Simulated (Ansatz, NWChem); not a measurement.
## Strength of the B–S bond: BH2(SH) → BH2 + HS

Species: BH2(SH), singlet; BH2 (boron dihydride) `[BH2]`, doublet; HS, doublet. 

Shapes, held fixed at every level: PBE0-D4/def2-TZVP. Programs: NWChem 7.3.0. Electronic energies: no zero-point or thermal term.

```json
{"level": "HF/STO-3G", "kind": "Hartree–Fock", "ΔE (kJ/mol)": "+476.3", "CPU time (sum over the molecules)": "2.2 s"}
{"level": "HF/3-21G", "kind": "Hartree–Fock", "ΔE (kJ/mol)": "+318.2", "CPU time (sum over the molecules)": "4.3 s"}
{"level": "HF/def2-SVP", "kind": "Hartree–Fock", "ΔE (kJ/mol)": "+364.8", "CPU time (sum over the molecules)": "4.4 s"}
{"level": "PBE0/def2-SVP", "kind": "global hybrid", "ΔE (kJ/mol)": "+497.4", "CPU time (sum over the molecules)": "15 s"}
{"level": "B3LYP/6-31G* (spherical functions)", "kind": "global hybrid", "ΔE (kJ/mol)": "+478.1", "CPU time (sum over the molecules)": "15 s"}
```

B3LYP/6-31G* (spherical functions) gives ΔE = +478.1 kJ/mol; the levels span +318.2 to +497.4. The median of the levels is +476.3. No measured value is set beside it here. Open shells run unrestricted. Times are processor times on shared x86 and Arm servers, and rough. Rows in sets without polarisation functions are far from converged.

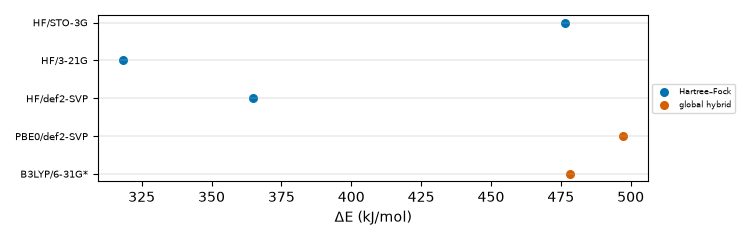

The values of the table, level by level.
